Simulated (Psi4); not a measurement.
## AlSbH3F (SMILES [F][AlH][SbH2]): the vertical ionisation energy, rung by rung

AlSbH3F has 6 atoms, charge 0, and is taken as a singlet. SMILES: `[F][AlH][SbH2]`. The coordinates come from a PBE0-D4/def2-TZVP relaxation. This is one conformer, not always the lowest.

Each level gives the vertical ionisation energy (to the doublet cation) (eV). The values are calculated.

```json
{"level": "HF/def2-SVP (core potential)", "kind": "Hartree–Fock", "program": "Psi4", "value (eV)": "8.48"}
{"level": "SVWN5/def2-SVP (core potential)", "kind": "LDA", "program": "Psi4", "value (eV)": "9.21"}
{"level": "PBE/def2-SVP (core potential)", "kind": "GGA", "program": "Psi4", "value (eV)": "9.02"}
{"level": "M06-L/def2-SVP (core potential)", "kind": "meta-GGA", "program": "Psi4", "value (eV)": "9.05"}
{"level": "B3LYP/def2-SVP (core potential)", "kind": "global hybrid", "program": "Psi4", "value (eV)": "9.21"}
{"level": "BHLYP/def2-SVP (core potential)", "kind": "global hybrid", "program": "Psi4", "value (eV)": "9.21"}
{"level": "HSE06/def2-SVP (core potential)", "kind": "range-separated hybrid", "program": "Psi4", "value (eV)": "9.21"}
{"level": "MP2/def2-SVP (core potential)", "kind": "perturbation theory", "program": "Psi4", "value (eV)": "9.05"}
{"level": "CCSD/def2-SVP (core potential)", "kind": "coupled cluster or CI", "program": "Psi4", "value (eV)": "9.01"}
```

Spin-orbit coupling, which can split open shells on such heavy atoms by tenths of an eV, is left out. The values span 8.48 to 9.21 eV. In the correlated wave-function rows the outer d shell of Sb is correlated, in sets not made for it.

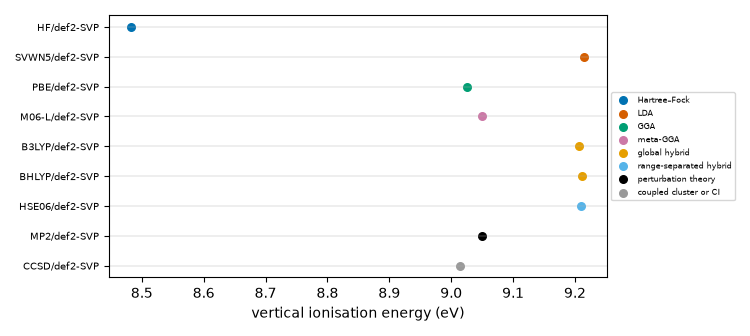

The values of the table, level by level.
